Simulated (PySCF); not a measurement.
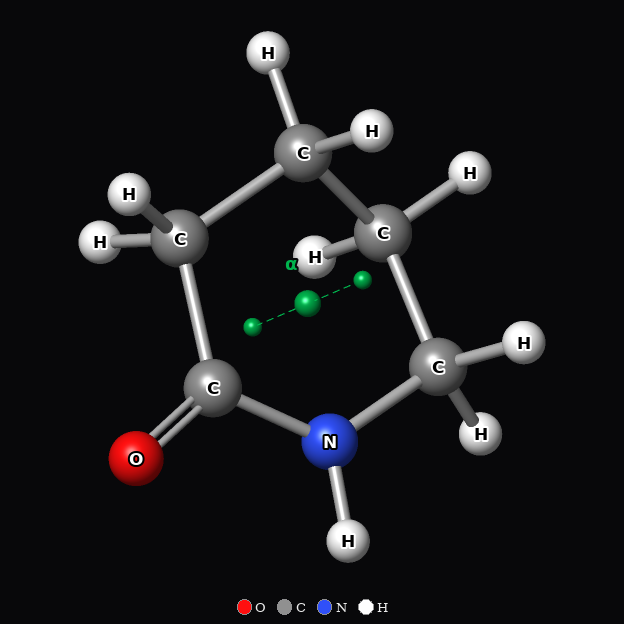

The small points mark where nucleus-independent chemical shifts (NICS) were computed: at the centre of each lettered ring and 1 Å above and below it. The computed structure is the end point of a PBE0-D3(BJ)/def2-TZVP optimisation. No frequency run is at hand to confirm it as a minimum. Properties computed with GIAO ωB97X-D/pcSseg-2 NMR shielding, non-relativistic, gas phase (PySCF 2.14.0).

Give NICS(0), NICS(1) and the out-of-plane component NICS(1)zz for each ring (means of the two sides).

| ring | members | NICS(0) | NICS(1) | NICS(1)zz |
| --- | --- | --- | --- | --- |
| α | C5N | −1.6 | −1.3 | 2.0 |

Values in ppm.

### What do the values say about the ring currents?

Ring α: weak, as in a non-aromatic ring. NICS is one index among several.
